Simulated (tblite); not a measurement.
## Run report: C2H6ClOSi (charge −1), relaxed scan

- system: C2H6ClOSi, charge −1
- method: GFN2-xTB relaxed scan under a harmonic restraint, gas phase (tblite 0.8.0)

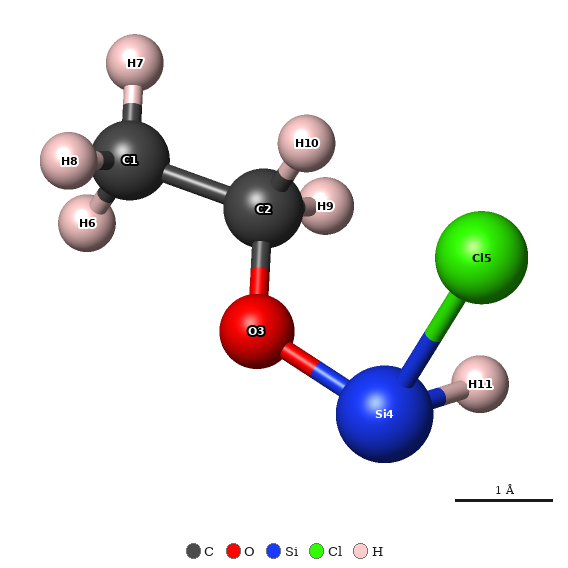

Figure 1. The structure (ball-and-stick view, seen at a tilt; atoms are numbered from 1 in the order of the input).

Input file
```
{"job": {"xc": "GFN2-xTB", "basis": "xTB", "coordinate": [["t", [10, 2, 4, 3], 0.3333333333333333], ["t", [2, 4, 10, 3], 0.3333333333333333], ["t", [4, 10, 2, 3], 0.3333333333333333]], "kind": "drive"}, "charge": -1, "multiplicity": 1}
C     -1.652813    -0.025605     0.359004
C     -0.223597    -0.136269    -0.166341
O      0.681944     0.177191     0.826551
Si     2.342498     0.191276     0.608971
Cl     2.479187     1.466374    -1.375690
H     -1.796372    -0.710930     1.193560
H     -2.368379    -0.264717    -0.427717
H     -1.835147     0.987358     0.712276
H     -0.055306    -1.163874    -0.539889
H     -0.094159     0.547168    -1.020117
H      2.527567    -1.065302    -0.196571
```

The first line tells a small driver script what to run in tblite; the rest is the geometry in Å.

Machine: 1 CPU thread, shared host.

Launched with:
```bash
OMP_NUM_THREADS=1 python <driver script> task.json out
```

Output
```
point  coordinate     E/eV
  0    -41.400     -487.78418
  1    -42.700     -487.45856
  2    -12.500     -487.46112
  3     -0.000     -487.46796
  4     12.500     -487.47070
  5     25.500     -487.48045
  6     41.200     -487.73181
  7     49.900     -487.92156
```

Results in brief

| quantity | value |
| --- | --- |
| outcome | converged |
| wall time | 3.1 s |
| peak memory | 0.19 GiB |
